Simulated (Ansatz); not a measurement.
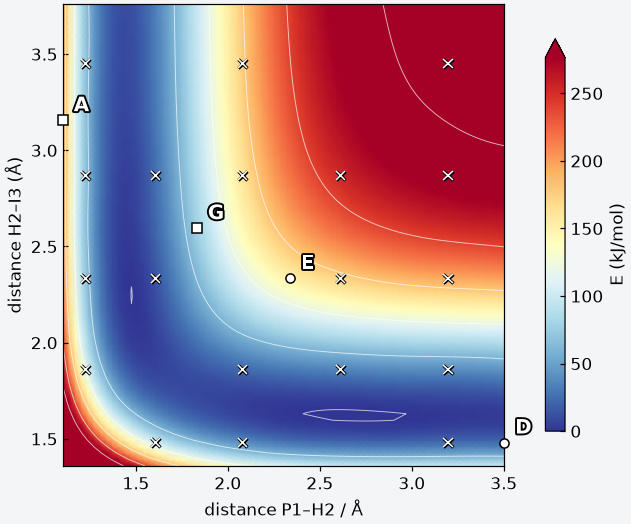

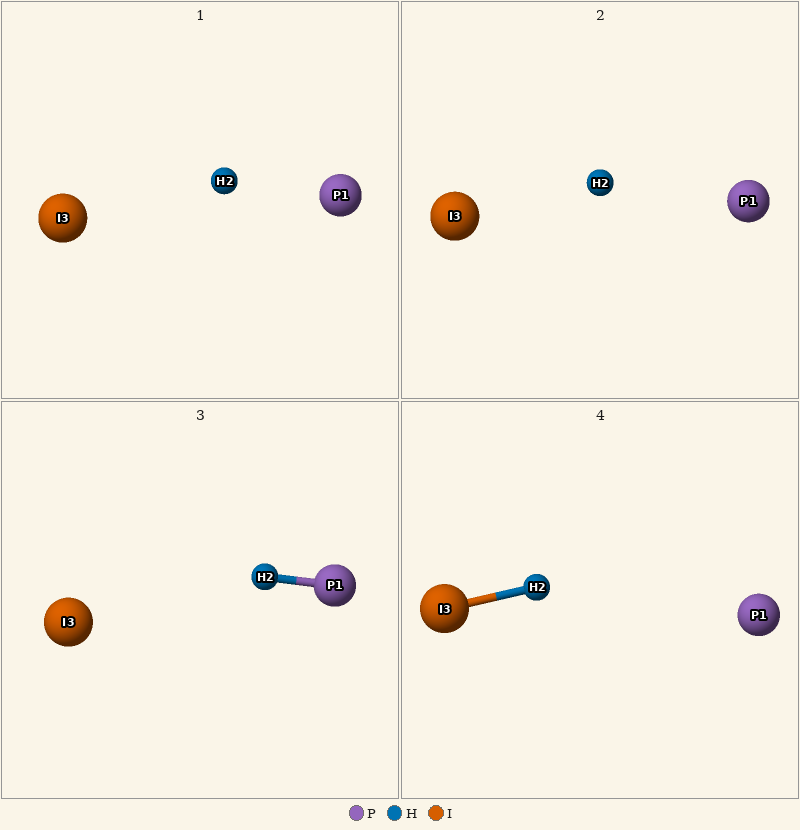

The system P + HI, spin multiplicity 4. Coordinates scanned: (1) distance P1–H2; (2) distance H2–I3. Nothing is relaxed (the angle P1–H2–I3 is fixed at 160 degrees). The scan uses an 11 × 11 grid. At 19 points there is no value. Energies are in kJ/mol, from the lowest grid point. In part of the range the unrestricted reference is strongly spin-contaminated. All numbers below come from Ansatz, UKS CAM-B3LYP-D4/def2-SVPD.

The picture shows a smooth colour map with a few white contour lines, crosses at grid points without a value, one colour for all values above the top of the scale, lettered points. Between grid points the surface is interpolated. The numbered pictures are the structures at these points, in random order.

**Which structure belongs to which point?**

A is structure 3: distance P1–H2 = 1.104 Å, distance H2–I3 = 3.156 Å, 198 kJ/mol; D is structure 4: distance P1–H2 = 3.504 Å, distance H2–I3 = 1.480 Å, 25 kJ/mol; E is structure 2: distance P1–H2 = 2.339 Å, distance H2–I3 = 2.335 Å, 151 kJ/mol; G is structure 1: distance P1–H2 = 1.833 Å, distance H2–I3 = 2.595 Å, 78 kJ/mol.
